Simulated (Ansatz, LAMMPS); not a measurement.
# Ga2O3 with crystalline order left by the classical run (95 atoms) under strain, part 2 of 3

Aim: relax Ga2O3 with crystalline order left by the classical run (95 atoms), then change its volume and shape to read moduli from the stress.

Ansatz 0.2.0; Kohn-Sham DFT, PBE, PAW (set soft_1), plane waves.

The cell: 38 Ga and 57 O. The quench rate of 50 K/ps is many orders above laboratory rates. The network of bonds at the start is that of the classical potential that made the cell. Only the Γ point is sampled.

So far. Step 2 (Single point at the start): The r.m.s. force at the start is 0.31 eV/Å. Step 3 (Cell and atoms relaxed): The relaxation converged after 28 steps, with a largest force component of 0.016 eV/Å.

## (4) Single point at the relaxed geometry

The electronic structure is read at the final geometry, in a run of its own.

Contents of input.yaml:

```yaml
crystal:
  lattice:
    - [9.88443, 0.27533, -0.22797]
    - [0.27533, 10.53563, 0.35187]
    - [-0.22797, 0.35187, 10.0999]
  atoms:
    - { symbol: Ga, position: [0.30848, 0.39985, 0.87719] }
    - { symbol: Ga, position: [0.52964, 0.78498, 0.12607] }
    - { symbol: Ga, position: [0.90043, 0.98721, 0.81511] }
    - { symbol: Ga, position: [0.9583, 0.24755, 0.76289] }
    - { symbol: Ga, position: [0.83777, 0.95272, 0.12856] }
    - { symbol: Ga, position: [0.09568, 0.49507, 0.02941] }
    [... 83 atom lines left out ...]
    - { symbol: O, position: [0.91112, 0.79648, 0.20307] }
    - { symbol: O, position: [0.61027, 0.06346, 0.49752] }
    - { symbol: O, position: [0.68364, 0.59385, 0.74163] }
    - { symbol: O, position: [0.30555, 0.42142, 0.06543] }
    - { symbol: O, position: [0.70335, 0.33156, 0.47163] }
    - { symbol: O, position: [0.28225, 0.13489, 0.0799] }
kpoints:
  mp_grid: { grid: [1, 1, 1] }
hamiltonian:
  xc: pbe
  pseudopotentials: { kind: paw, azcp: { folder: soft_1 } }
scf:
  occupations: { method: fixed }
output:
  forces: true
  stress: true
  populations: true
  dos:
    method: { smearing: { sigma: 0.15 } }
    de: 0.1
    projected: { site_lists: { Ga: [Ga], O: [O] } }
  eigenvalues: true
  write_density: true
  write_potential: true
  volumetric_format: npy
  elf: true
```

Launch:

```console
ansatz run input.yaml --threads 4 --pin off --max-ram 8192MiB --backend cpu --events-out ev --progress --plain --runs-dir out
```

Numbers of over 12 decimals in the logs are rounded to 6 here.

Output:

```text
[...]
Crystal: 95 atoms, lattice volume = 1049.209 Å³
Basis set: ecut = 420 eV, 20521 PW (Γ), exchange–correlation on 144×144×144 points (8 copies of the dense FFT grid, shifted against one another)
Bands: 513, of which v1, the nominal top of the filled ones, is band 418 counted from 1 (417 counted from 0)
Symmetry: 1 space group operations
[...]
k-points: 1
[...]
SCF iter   1: F=—  HF=-176144.918825 eV  |F-HF|=—  |Δ(HF+E_count)|=         —  Δρ=1.17e-1  dr2=6.97e1  ethr=3.10e-3  ⟨swp⟩=4.0  Hψ=1373  notcnv=0  defer=88
[...]
SCF iter  13: F=-176121.731323 eV  HF=-176121.731323 eV  |F-HF|=8.15e-9  |Δ(HF+E_count)|=   3.53e-8  Δρ=1.08e-6  dr2=1.45e-8  ethr=1.20e-11  ⟨swp⟩=15.0  Hψ=3842  notcnv=0
SCF 1 converged in 13 iterations: F = -176121.731323 eV  dr2 = 1.45e-8
[...]
SCF converged after 13 iterations
Free energy (F): -176121.731323 eV
[...]
Internal energy: -176121.731323 eV  (E = F + TS)
E sigma→0 (E₀):  -176121.731323 eV
Fermi energy:    7.724847 eV
[...]
--- Forces (eV/Å), atoms counted from 1 ---
  atom   1  Ga    -0.00258677     0.00054526     0.00490389
  atom   2  Ga    -0.00764721    -0.00361843     0.01803178
  atom   3  Ga     0.00391026    -0.00196357    -0.00349132
  atom   4  Ga     0.00130824     0.00182192    -0.00607961
  atom   5  Ga    -0.00300612    -0.00134565    -0.00244654
  atom   6  Ga     0.00496871    -0.00279781     0.00536600
  atom   7  Ga     0.00005583    -0.00038729     0.00100059
  atom   8  Ga     0.00319956    -0.00152364     0.00223754
  atom   9  Ga     0.00080745    -0.00099539    -0.00213284
  atom  10  Ga    -0.00096431    -0.00200447    -0.00585405
  atom  11  Ga     0.00069949    -0.00614455     0.00052290
  atom  12  Ga    -0.00079661     0.00025635    -0.00430335
  atom  13  Ga    -0.00386083    -0.00095440    -0.00416703
  atom  14  Ga    -0.00073507    -0.00006183     0.00244248
[...]
atom  94  O     -0.00223093    -0.00234314     0.00184282
  atom  95  O     -0.00046372    -0.00440307    -0.00521782
  max |Σ_I F_I| component: 1.34e-5 eV/Å
--- Stress (GPa, compression-positive) ---
       -0.011937       0.009410      -0.008666
        0.009410       0.022671       0.023361
       -0.008666       0.023361       0.005411
  P = ⅓ Tr σ = 0.0054 GPa (0.054 kbar)
--- Band table (eV) ---
[...]
--- Löwdin populations: 95 sites ---
  site symbol       q [e]
     0     Ga     11.9116
     1     Ga     11.9458
     2     Ga     11.9516
[...]
94      O      6.6740
  spilling = 0.002563 (of n_electrons = 836.000000)
```

The job ended after 29 s (4 threads of Arm Neoverse V2, shared host; peak memory 1.7 GiB; 1.9 min of CPU time).

Read from the output:

| Item | Value |
| --- | --- |
| free energy | -176121.7313 eV |
| free energy per atom | -1853.9130 eV/atom |
| SCF cycles | 13 |
| pressure | 0.005382 GPa |
| r.m.s. force component | 0.00304 eV/Å |
| longest force | 0.01992 eV/Å |
| Fermi energy | 7.725 eV |
| gap (highest filled to lowest empty level) | 1.556 eV |
| spilling of the projection | 0.002563 |

Löwdin charges by element and coordination (they lack the spilled electrons, 0.023 e an atom on average):

| element | coordination | atoms | mean charge (e) | spread | least | most |
| --- | --- | --- | --- | --- | --- | --- |
| Ga | all | 38 | 1.06 | 0.0169 | 1.03 | 1.10 |
| Ga | 4 | 10 | 1.08 | 0.014 | 1.06 | 1.10 |
| Ga | 5 | 13 | 1.06 | 0.0101 | 1.04 | 1.07 |
| Ga | 6 | 15 | 1.04 | 0.0072 | 1.03 | 1.06 |
| O | all | 57 | -0.668 | 0.0139 | -0.696 | -0.638 |
| O | 3 | 34 | -0.675 | 0.0085 | -0.696 | -0.657 |
| O | 4 | 22 | -0.657 | 0.0136 | -0.690 | -0.638 |
| O | 5 | 1 | -0.69 | 0 | -0.69 | -0.69 |

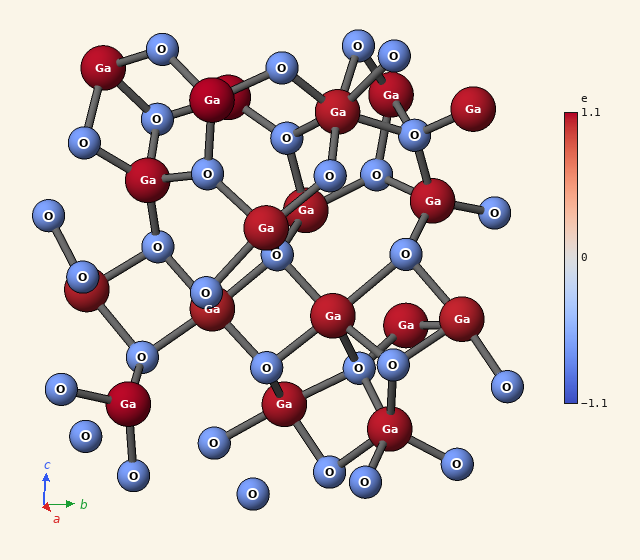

Atoms coloured by Löwdin charge. Drawn is a slice 4 Å thick, seen along the normal of the bc plane. Bonds to atoms that aren't drawn are left out.

Density of states as counts of states in windows of 1 eV (from the Fermi level), total and the larger projections:

| from (eV) | to (eV) | total | O p | Ga p | Ga d |
| --- | --- | --- | --- | --- | --- |
| -14 | -13 | 190.7 | 2.8 | 0.4 | 186.5 |
| -13 | -12 | 183.7 | 1.6 | 1.6 | 173.7 |
| -12 | -11 | 5.6 | 0.1 | 0.1 | 4.5 |
| -11 | -8 | 0.0 | 0.0 | 0.0 | 0.0 |
| -8 | -7 | 2.0 | 1.2 | 0.1 | 0.0 |
| -7 | -6 | 30.7 | 19.0 | 1.6 | 0.5 |
| -6 | -5 | 29.3 | 18.6 | 2.1 | 0.5 |
| -5 | -4 | 39.2 | 28.0 | 6.2 | 0.5 |
| -4 | -3 | 51.1 | 39.8 | 7.8 | 0.7 |
| -3 | -2 | 58.6 | 49.8 | 6.2 | 0.8 |
| -2 | -1 | 70.8 | 65.2 | 3.1 | 0.9 |
| -1 | 0 | 57.9 | 55.8 | 0.7 | 0.6 |
| 0 | 1 | 2.5 | 2.4 | 0.0 | 0.0 |
| 1 | 2 | 2.0 | 0.1 | 0.0 | 0.0 |
| 2 | 3 | 0.0 | 0.0 | 0.0 | 0.0 |
| 3 | 4 | 0.7 | 0.2 | 0.1 | 0.0 |
| 4 | 5 | 13.1 | 3.6 | 2.3 | 0.0 |

With fixed occupations the program's Fermi level is the highest filled level; weight inside the gap is the broadening of levels at its edges.

Between -20 and -14 eV lie 114 more states.

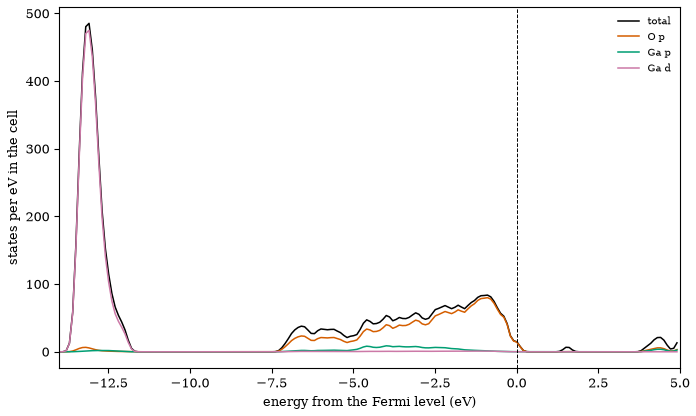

Total and projected density of states, with the broadening of the input.

The levels nearest the highest filled one (over half full), pooled over k-points and spins:

| level less the highest filled one (eV) | occupation |
| --- | --- |
| -0.344 | 2 |
| -0.338 | 2 |
| -0.295 | 2 |
| -0.259 | 2 |
| -0.0251 | 2 |
| 0 | 2 |
| 1.56 | 0 |
| 4.00 | 0 |
| 4.21 | 0 |
| 4.26 | 0 |
| 4.40 | 0 |
| 4.44 | 0 |

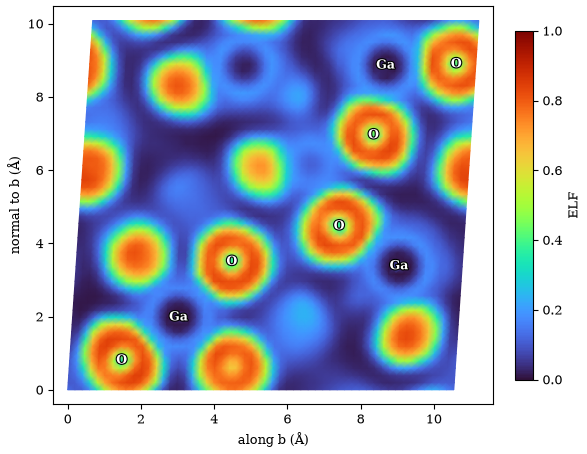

ELF in the bc plane at fractional x = 0.273, with atoms of Ga and O within 0.2 Å of it. It is the smooth field of the valence electrons, not physical close to the nuclei.

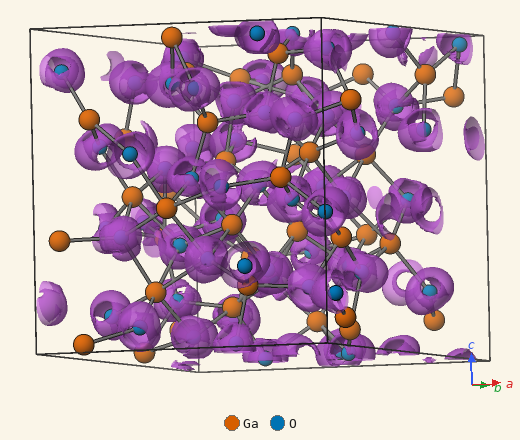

Surface of ELF = 0.8. Bonds to atoms that aren't drawn are left out.

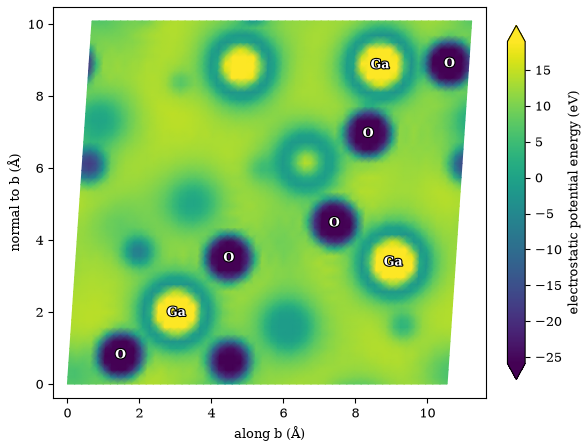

Electrostatic potential energy in the bc plane at fractional x = 0.273, with atoms of Ga and O within 0.2 Å of it. With pseudopotentials it is smooth inside the atoms' cores, unlike the true potential.

Between filled and empty levels lie 1.56 eV (at Γ alone); a semilocal functional tends to put such gaps too low. In a disordered cell it changes from sample to sample, and tail or defect levels can set it. Mean Löwdin charges: Ga +1.06, O -0.67 e.

## (5) Volume -3 %

The relaxed cell is scaled evenly and the atoms are relaxed again; the stress at the end gives one point of P(V).

input.yaml, the sections that differ from step 4:

```yaml
crystal:
  lattice:
    - [9.78458, 0.27255, -0.22567]
    - [0.27255, 10.4292, 0.34832]
    - [-0.22567, 0.34832, 9.99787]
  atoms:
    [... the 95 atom lines of step 4 ...]
output:
  forces: true
  eigenvalues: true
  stress: true
relax:
  f_tol: 0.05
  max_steps: 70
# kpoints, hamiltonian, scf: as in step 4
```

Output:

```text
Warning: output.stress: scf.convergence.dr2_threshold = 1e-7 eV (the SCF's general default) is looser than the 9.5e-9 eV advised for a printed stress (1e-10 eV for each atom of the cell: 95). What an SCF threshold leaves in a stress goes as its square root, and in the free energy as the threshold itself, and one threshold admits the most on a small cell: [...]
[...]
Crystal: 95 atoms, lattice volume = 1017.732 Å³
Basis set: ecut = 420 eV, 19901 PW (Γ), exchange–correlation on 144×144×144 points (8 copies of the dense FFT grid, shifted against one another)
Bands: 513, of which v1, the nominal top of the filled ones, is band 418 counted from 1 (417 counted from 0)
Symmetry: 1 space group operations
[...]
k-points: 1
[...]
SCF iter   1: F=—  HF=-176145.032344 eV  |F-HF|=—  |Δ(HF+E_count)|=         —  Δρ=1.20e-1  dr2=7.25e1  ethr=3.10e-3  ⟨swp⟩=4.0  Hψ=1386  notcnv=0  defer=88
[...]
SCF iter   8: F=—  HF=-176121.175983 eV  |F-HF|=—  |Δ(HF+E_count)|=   3.87e-4  Δρ=8.82e-5  dr2=7.66e-5  ethr=2.59e-7  ⟨swp⟩=2.0  Hψ=841  notcnv=0  defer=93
SCF iter   9: F=-176121.176062 eV  HF=-176121.176069 eV  |F-HF|=6.25e-6  |Δ(HF+E_count)|=   8.55e-5  Δρ=4.57e-5  dr2=1.78e-5  ethr=7.48e-9  ⟨swp⟩=11.0  Hψ=2384  notcnv=0
SCF 1 converged in 9 iterations: F = -176121.176062 eV  dr2 = 1.78e-5
[...]
relax step   1: F+E_penalty+E_count = -176121.17606227 eV  Δ(F+E_penalty+E_count) = +0.000e0 eV  max|allowed force component| = 2.742e-1 eV/Å  Δτ_max = 0.0000 Å  (9 SCF iters, dr2 threshold 6.25e-5 eV, accepted)
[...]
relax step   2: F+E_penalty+E_count = -176121.25522143 eV  Δ(F+E_penalty+E_count) = -7.916e-2 eV  max|allowed force component| = 1.630e-1 eV/Å  Δτ_max = 0.0301 Å  (6 SCF iters, dr2 threshold 4.70e-6 eV, accepted)
[...]
relax step   3: F+E_penalty+E_count = -176121.32053095 eV  Δ(F+E_penalty+E_count) = -6.531e-2 eV  max|allowed force component| = 1.524e-1 eV/Å  Δτ_max = 0.0466 Å  (9 SCF iters, accepted)
relax step   4: F+E_penalty+E_count = -176121.35122482 eV  Δ(F+E_penalty+E_count) = -3.069e-2 eV  max|allowed force component| = 1.363e-1 eV/Å  Δτ_max = 0.2000 Å  (8 SCF iters, dr2 threshold 8.20e-6 eV, accepted)
relax step   5: F+E_penalty+E_count = -176121.36505004 eV  Δ(F+E_penalty+E_count) = -1.383e-2 eV  max|allowed force component| = 9.374e-2 eV/Å  Δτ_max = 0.0407 Å  (6 SCF iters, dr2 threshold 1.49e-5 eV, accepted)
relax step   6: F+E_penalty+E_count = -176121.36970977 eV  Δ(F+E_penalty+E_count) = -4.660e-3 eV  max|allowed force component| = 1.319e-2 eV/Å  Δτ_max = 0.0221 Å  (6 SCF iters, dr2 threshold 4.16e-6 eV, accepted)
[...]
relax step   7: F+E_penalty+E_count = -176121.36971052 eV  Δ(F+E_penalty+E_count) = -7.519e-7 eV  max|allowed force component| = 1.330e-2 eV/Å  Δτ_max = 0.0000 Å  (4 SCF iters, accepted)
SCF converged after 4 iterations
Free energy (F): -176121.369711 eV
[...]
Internal energy: -176121.369711 eV  (E = F + TS)
E sigma→0 (E₀):  -176121.369711 eV
Fermi energy:    8.223481 eV
[...]
Σ components = -176121.369711   (vs F -176121.369711, Δ=0.00e0)
--- Forces (eV/Å), atoms counted from 1 ---
  atom   1  Ga    -0.00232376     0.00072041     0.00333644
  atom   2  Ga    -0.00056417     0.00097093    -0.00092329
  atom   3  Ga    -0.00173544    -0.01329876     0.01260709
  atom   4  Ga     0.00498043     0.00050262     0.00445522
[...]
atom  95  O     -0.00273229    -0.00339250    -0.00322359
  max |Σ_I F_I| component: 4.77e-5 eV/Å
--- Stress (GPa, compression-positive) ---
        3.511516      -0.275846      -0.128490
       -0.275846       3.471063      -0.393085
       -0.128490      -0.393085       4.048273
  P = ⅓ Tr σ = 3.6770 GPa (36.770 kbar)
--- Band table (eV) ---
[...]
--- Relaxed structure (7 steps of the walk, 7 accepted, 0 SCFs on fresh bases) ---
  F+E_penalty+E_count = -176121.36971052 eV   max|allowed force component| = 1.330e-2 eV/Å
  atoms:
    - { symbol: Ga, position: [0.303980, 0.396176, 0.869912] }
    - { symbol: Ga, position: [0.527163, 0.781300, 0.127699] }
    - { symbol: Ga, position: [0.899775, 0.990835, 0.817391] }
    - { symbol: Ga, position: [0.960224, 0.252925, 0.763752] }
[...]
- { symbol: O, position: [0.281773, 0.134427, 0.082302] }
```

Run time: 1.9 min. Hardware: 4 threads; peak memory 1.7 GiB.

The program notes that the SCF threshold is loose for the stress.

The relaxation converged after 7 steps, 0.194 eV below its start, with a largest force component of 0.013 eV/Å.

Volume -3 %: the energy stands 0.362 eV above that of the reference, at a pressure of 3.68 GPa.

## (6) Volume +3 %

The relaxed cell is scaled to another volume.

Input and log are left out; they have the form of those shown for this kind of step.

Elapsed: 1.8 min, on 4 threads of Arm Neoverse V2, shared host; peak memory 1.7 GiB.

The relaxation converged after 6 steps, 0.177 eV below its start, with a largest force component of 0.044 eV/Å.

Volume +3 %: the energy stands 0.320 eV above that of the reference, at a pressure of -3.11 GPa.

## (7) Volume -6 %

The relaxed cell is scaled to another volume.

Input and log are left out; they have the form of those shown for this kind of step.

It took 3.3 min on 4 threads of Arm Neoverse V2, shared host; peak memory 1.6 GiB; 13 min of CPU time.

The relaxation converged after 11 steps, 0.906 eV below its start, with a largest force component of 0.038 eV/Å.

Volume -6 %: the energy stands 1.44 eV above that of the reference, at a pressure of 8.13 GPa.

## (8) Volume +6 %

The relaxed cell is scaled to another volume.

Input and log are left out; they have the form of those shown for this kind of step.

Run time: 5.6 min. Hardware: 4 threads of Arm Neoverse V2, shared host; peak memory 1.7 GiB; 21 min of CPU time.

The relaxation converged after 16 steps, 1.15 eV below its start, with a largest force component of 0.037 eV/Å.

Volume +6 %: the energy stands 0.729 eV above that of the reference, at a pressure of -4.52 GPa.

## (9) Volume -10 %

The relaxed cell is scaled to another volume.

Input and log are left out; they have the form of those shown for this kind of step.

The job ended after 2 min (4 threads of Arm Neoverse V2, shared host; peak memory 1.6 GiB).

The relaxation converged after 7 steps, 2.51 eV below its start, with a largest force component of 0.027 eV/Å.

Volume -10 %: the energy stands 4.54 eV above that of the reference, at a pressure of 15.6 GPa.

## (10) Stretched by 1 % along x

The relaxed cell is strained along x alone, which gives the stiffness along x and its coupling to y and z.

input.yaml, the sections that differ from step 5:

```yaml
crystal:
  lattice:
    - [9.98327, 0.27533, -0.22797]
    - [0.27808, 10.53563, 0.35187]
    - [-0.23025, 0.35187, 10.0999]
  atoms:
    [... the 95 atom lines of step 4 ...]
# kpoints, hamiltonian, scf, output, relax: as in step 5
```

Output:

```text
[...]
Crystal: 95 atoms, lattice volume = 1059.701 Å³
Basis set: ecut = 420 eV, 20699 PW (Γ), exchange–correlation on 144×144×144 points (8 copies of the dense FFT grid, shifted against one another)
Bands: 513, of which v1, the nominal top of the filled ones, is band 418 counted from 1 (417 counted from 0)
Symmetry: 1 space group operations
[...]
k-points: 1
[...]
SCF iter   1: F=—  HF=-176144.616150 eV  |F-HF|=—  |Δ(HF+E_count)|=         —  Δρ=1.16e-1  dr2=6.89e1  ethr=3.10e-3  ⟨swp⟩=4.0  Hψ=1364  notcnv=0  defer=88
[...]
SCF iter   9: F=—  HF=-176121.635034 eV  |F-HF|=—  |Δ(HF+E_count)|=   1.09e-4  Δρ=5.75e-5  dr2=2.98e-5  ethr=7.48e-9  ⟨swp⟩=12.0  Hψ=2383  notcnv=0
SCF iter  10: F=-176121.635034 eV  HF=-176121.635034 eV  |F-HF|=9.05e-9  |Δ(HF+E_count)|=   8.31e-7  Δρ=2.63e-5  dr2=6.36e-6  ethr=3.56e-9  ⟨swp⟩=2.0  Hψ=1623  notcnv=0
SCF 1 converged in 10 iterations: F = -176121.635034 eV  dr2 = 6.36e-6
[...]
relax step   1: F+E_penalty+E_count = -176121.63503363 eV  Δ(F+E_penalty+E_count) = +0.000e0 eV  max|allowed force component| = 1.825e-1 eV/Å  Δτ_max = 0.0000 Å  (10 SCF iters, dr2 threshold 6.25e-5 eV, accepted)
[...]
relax step   2: F+E_penalty+E_count = -176121.65435028 eV  Δ(F+E_penalty+E_count) = -1.932e-2 eV  max|allowed force component| = 1.240e-1 eV/Å  Δτ_max = 0.0140 Å  (8 SCF iters, accepted)
[...]
relax step   3: F+E_penalty+E_count = -176121.66867851 eV  Δ(F+E_penalty+E_count) = -1.433e-2 eV  max|allowed force component| = 9.839e-2 eV/Å  Δτ_max = 0.0159 Å  (8 SCF iters, accepted)
relax step   4: F+E_penalty+E_count = -176121.67749622 eV  Δ(F+E_penalty+E_count) = -8.818e-3 eV  max|allowed force component| = 2.842e-2 eV/Å  Δτ_max = 0.0434 Å  (7 SCF iters, dr2 threshold 4.47e-6 eV, accepted)
[...]
relax step   5: F+E_penalty+E_count = -176121.67749713 eV  Δ(F+E_penalty+E_count) = -9.130e-7 eV  max|allowed force component| = 2.842e-2 eV/Å  Δτ_max = 0.0000 Å  (4 SCF iters, accepted)
SCF converged after 4 iterations
Free energy (F): -176121.677497 eV
[...]
Internal energy: -176121.677497 eV  (E = F + TS)
E sigma→0 (E₀):  -176121.677497 eV
Fermi energy:    7.580530 eV
[...]
Σ components = -176121.677497   (vs F -176121.677497, Δ=0.00e0)
--- Forces (eV/Å), atoms counted from 1 ---
  atom   1  Ga     0.01371391    -0.00707760     0.00300888
  atom   2  Ga     0.00867853     0.01329226    -0.00494095
  atom   3  Ga    -0.01513920    -0.00131089    -0.01299077
  atom   4  Ga    -0.01435444     0.01380322     0.00286797
[...]
atom  95  O      0.00235507     0.00126652     0.00130605
  max |Σ_I F_I| component: 2.31e-5 eV/Å
--- Stress (GPa, compression-positive) ---
       -1.459832      -0.021631       0.111952
       -0.021631      -0.699570       0.076488
        0.111952       0.076488      -0.680135
  P = ⅓ Tr σ = -0.9465 GPa (-9.465 kbar)
--- Band table (eV) ---
[...]
--- Relaxed structure (5 steps of the walk, 5 accepted, 0 SCFs on fresh bases) ---
  F+E_penalty+E_count = -176121.67749713 eV   max|allowed force component| = 2.842e-2 eV/Å
  atoms:
    - { symbol: Ga, position: [0.308923, 0.400662, 0.878056] }
    - { symbol: Ga, position: [0.529003, 0.785291, 0.125830] }
    - { symbol: Ga, position: [0.901266, 0.985849, 0.815342] }
    - { symbol: Ga, position: [0.958810, 0.246042, 0.763211] }
[...]
- { symbol: O, position: [0.282829, 0.135020, 0.078920] }
```

Run time: 96 s. Hardware: 4 threads; peak memory 1.7 GiB.

The relaxation converged after 5 steps, 0.0425 eV below its start, with a largest force component of 0.028 eV/Å.

Stretched by 1 % along x: the energy stands 0.0538 eV above that of the reference, at a pressure of -0.947 GPa.

(Part 2 of 3 ends here.)

[Logs are printed without paths, hosts, clocks, repeated set-up lines and the standing remarks that a program may print on its own settings, such as how far it seeks lower states.]

[Hosts, paths, dates, database ids (printed as entryN), source tags and the programs' standing remarks are cut or masked in the printed files.]
